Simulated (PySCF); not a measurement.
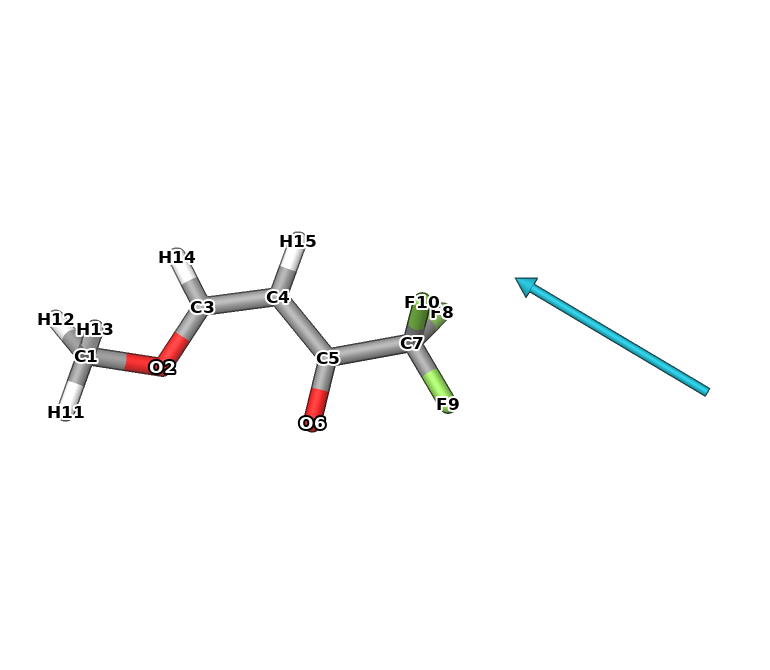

The arrow beside the molecule shows the direction of the dipole moment, from the negative to the positive end (its length means nothing). Geometry: a frame of a GFN2-xTB molecular-dynamics simulation, not a minimum. Method: PBE0/pcSseg-1, gas phase (PySCF 2.14.0).

How large is the dipole moment?

Answer. 6.32 D; it points from the side of F9 to the side of H12 (the outermost atoms at the two ends).
